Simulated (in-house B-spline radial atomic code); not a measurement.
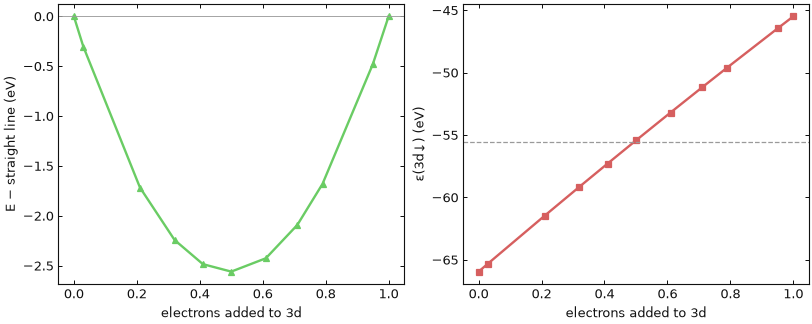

All numbers are computed, not measured: non-relativistic BP86, spin-polarised, spherical fractional occupations, point nucleus, basis-set limit (an in-house B-spline radial code). The occupation of the 3d shell is varied from Ni⁴⁺ ([Ar] 3d6 (high spin)) to Ni³⁺ ([Ar] 3d7 (high spin)), with spherical fractional occupations. The plot shows the total energy less the straight line between the end points, and the eigenvalue of 3d↓ (the dashed line is minus the energy to take the whole electron out).

Q: Describe the curve.

A: The curve is convex (below the straight line), with the largest deviation among the points computed, −2.56 eV, at 0.5. The end points differ by 55.5 eV, the energy to take the electron out. The eigenvalue, which is the slope of the energy (Janak's theorem), moves from −65.9 eV at 0 to −45.5 eV at 1; for a straight line it would stay constant, and a parabola would sag by an eighth of this change, scaled to a whole electron, 2.56 eV. Convexity is the mark of the delocalisation error, which puts fractional charges too low; for p, d and f shells the spherical spreading of the fraction adds to it.
